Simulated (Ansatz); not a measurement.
**H2N− (SMILES [NH2-]) at 6 levels**

Aim: a comparison of 6 runs (CAM-B3LYP/3-21G, revPBE/3-21G, wB97X/3-21G, B2PLYP/6-31G*, RPA@PBE/3-21G, UMP2/3-21G) of H2N−. 

The calculation is run with Ansatz 0.2.0.

### Step 1. The molecule

H2N−: 3 atoms, total charge -1, spin state singlet. SMILES: `[NH2-]`. The start is not the relaxed shape. At this shape the atoms don't form one bonded unit as the SMILES string has it.

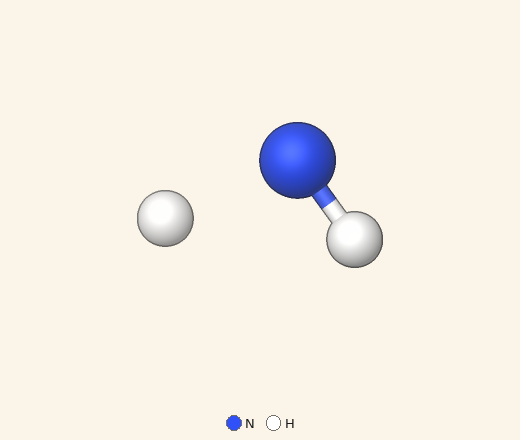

The structure, seen from a chosen angle (nitrogen blue, hydrogen white).

### Step 2. A single-point energy at CAM-B3LYP/3-21G (run 1)

Contents of molecule.yaml:

```yaml
crystal:
  periodic: [false, false, false]
  atoms:
    - symbol: "N"
      position_ang: [0.450552, -0.705109, 0.175050]
    - symbol: H
      position_ang: [0.125500, 0.801200, 0.156000]
    - symbol: H
      position_ang: [-0.359348, -1.100309, -0.318350]
basis:
  gaussian: {orbitals: 3-21G.json}
hamiltonian: {xc: {name: CAM-B3LYP}}
total_charge: -1
accuracy: high
```

The basis set 3-21G is read from a file made from the Basis Set Exchange's data (not shown).

Started as:

```
$ ansatz run molecule.yaml --threads 1 --pin off --max-ram 2610MiB --events-out events.jsonl --progress --plain --runs-dir runs
```

Log:

```text
Warning: RAYON_NUM_THREADS=1 ignored (pool sized by the plan → 1); use --threads N
Functional definition: CAM-B3LYP
  name "CAM-B3LYP"
  parameter alpha = 0.19
  parameter beta = 0.46
  parameter omega = 0.33/bohr
  parameter ac = 0.81
  exchange = (1 - alpha - beta)*b88_x + beta*b88_x_sr(omega) + alpha*exact_x + beta*exact_x_lr(omega)
  correlation = (1 - ac)*vwn5_c + ac*lyp_c
248 factors; integrals over basis functions are off by at most 2.9e-9 eV
102 factors; integrals over basis functions are off by at most 2.3e-9 eV
mean field evaluation 1: about -1507.5722 eV, gradient 1.1e1 eV
mean field evaluation 2: about -1507.6934 eV, gradient 8.4e0 eV
mean field evaluation 4: about -1507.8421 eV, gradient 7.4e-2 eV
mean field evaluation 8: about -1507.8400 eV, gradient 2.5e-3 eV
mean field evaluation 16: about -1507.8400 eV, gradient 1.5e-7 eV
mean field -1507.84001266 eV, -55.4120984146 hartree, gradient 1.4e-8 eV, S^2 0.000000; 0 other end points of the search recorded, 0 dependent functions left out
reference -1507.84002176 eV, -55.4120987491 hartree; 5, 5 occupied and 8, 8 virtual orbitals, 248 factors
Total energy: -1507.84002176 eV, -55.4120987491 hartree
```

It took 0.68 s on 1 thread of Arm Neoverse N1, shared host.

### Step 3. The energy at revPBE/3-21G (run 2)

Contents of input.yaml:

```yaml
crystal:
  periodic: [false, false, false]
  atoms:
    - {symbol: "N", position_ang: [0.450552, -0.705109, 0.175050]}
    - {symbol: H, position_ang: [0.125500, 0.801200, 0.156000]}
    - {symbol: H, position_ang: [-0.359348, -1.100309, -0.318350]}
basis:
  gaussian: {orbitals: 3-21G.json}
accuracy: high
hamiltonian: {xc: {name: revPBE}}
total_charge: -1
```

The basis set 3-21G is read from a file made from the Basis Set Exchange's data (not shown).

Started as:

```
$ ansatz run input.yaml --threads 1 --pin off --max-ram 2610MiB --events-out events.jsonl --progress --plain --runs-dir runs
```

Log:

```text
Warning: RAYON_NUM_THREADS=1 ignored (pool sized by the plan → 1); use --threads N
Functional definition: revPBE
  name "revPBE"
  parameter kappa = 1.245
  parameter beta = 0.06672455060314922
  exchange = pbe_x(kappa = kappa, mu = beta*pi^2/3)
  correlation = pbe_c(beta = beta)
248 factors; integrals over basis functions are off by at most 2.9e-9 eV
mean field evaluation 1: about -1507.4594 eV, gradient 1.7e1 eV
mean field evaluation 2: about -1503.1609 eV, gradient 4.4e1 eV
mean field evaluation 4: about -1508.3110 eV, gradient 4.8e-1 eV
mean field evaluation 8: about -1508.3078 eV, gradient 8.9e-4 eV
mean field evaluation 16: about -1508.3078 eV, gradient 6.6e-8 eV
mean field -1508.30780927 eV, -55.4292896228 hartree, gradient 6.6e-8 eV, S^2 0.000000; 0 other end points of the search recorded, 0 dependent functions left out
reference -1508.30781068 eV, -55.4292896749 hartree; 5, 5 occupied and 8, 8 virtual orbitals, 248 factors
Total energy: -1508.30781068 eV, -55.4292896749 hartree
```

It took 0.5 s on 1 thread of Arm Neoverse N1, shared host.

Runs 3 to 5 aren't shown in full; the table further down has their settings and results.

### Step 4. The energy at UMP2/3-21G (run 6)

Contents of input.yaml:

```yaml
crystal:
  periodic: [false, false, false]
  atoms:
    - {symbol: N, position_ang: [0.450552, -0.705109, 0.175050]}
    - {symbol: H, position_ang: [0.125500, 0.801200, 0.156000]}
    - {symbol: H, position_ang: [-0.359348, -1.100309, -0.318350]}
basis:
  gaussian: {orbitals: 3-21G.json}
total_charge: -1
magnetization: {spin_polarized: true, initial_magnetization: 0}
correlation: {method: mp2, frozen_orbitals: {H: 0, "N": 1}}
accuracy: high
```

The basis set 3-21G is read from a file made from the Basis Set Exchange's data (not shown).

Started as:

```
$ ansatz run input.yaml --threads 1 --pin off --max-ram 2610MiB --events-out events.jsonl --progress --plain --runs-dir runs
```

Log:

```text
Warning: RAYON_NUM_THREADS=1 ignored (pool sized by the plan → 1); use --threads N
Functional definition: HF
  name "HF"
  exchange = exact_x
  correlation = 0
248 factors; integrals over basis functions are off by at most 2.9e-9 eV
mean field evaluation 1: about -1498.4012 eV, gradient 8.9e0 eV
mean field evaluation 2: about -1498.4054 eV, gradient 8.9e0 eV
mean field evaluation 4: about -1498.9119 eV, gradient 1.1e0 eV
mean field evaluation 8: about -1498.9184 eV, gradient 7.9e-4 eV
mean field evaluation 16: about -1498.9154 eV, gradient 8.4e-1 eV
mean field evaluation 32: about -1498.1210 eV, gradient 4.4e0 eV
mean field -1498.92680681 eV, -55.0845441414 hartree, gradient 2.0e-8 eV, S^2 0.099181; 7 other end points of the search recorded, 0 dependent functions left out
1 core orbitals not correlated: weight in the atoms' cores, before any rotation towards them, 1.000 or more for the frozen orbitals, at most 0.000 for the correlated occupied ones
reference -1498.92680681 eV, -55.0845441414 hartree; 4, 4 occupied and 8, 8 virtual orbitals, 248 factors
second order -2.79886137 eV of doubles, -0.00000000 eV of singles
Total energy: -1501.72566818 eV, -55.1874003995 hartree
```

Run time: 0.16 s. Hardware: 1 thread of Arm Neoverse N1, shared host.

### Step 5. The series

| run | level | frozen core orbitals | energy (Eh) | wall time |
| --- | --- | --- | --- | --- |
| 1 | CAM-B3LYP/3-21G | – | -55.412099 | 0.68 s |
| 2 | revPBE/3-21G | – | -55.429290 | 0.5 s |
| 3 | wB97X/3-21G | – | -55.422209 | 2.4 s |
| 4 | B2PLYP/6-31G* (spherical functions) | 1 | -55.708235 | 0.91 s |
| 5 | RPA@PBE/3-21G | 1 | -55.274627 | 0.74 s |
| 6 | UMP2/3-21G | 1 | -55.187400 | 0.16 s |

### Step 6. Summary of results

| quantity | value |
| --- | --- |
| run 6: total energy | -55.18740 Eh |
| run 6: correlation energy (1 core orbital frozen) | -102.9 mEh |
| run 6: ⟨S²⟩ | 0.099 |

In words: Totals of different functionals can't be ranked against each other. All runs together took 5.4 s, the longest 2.4 s.
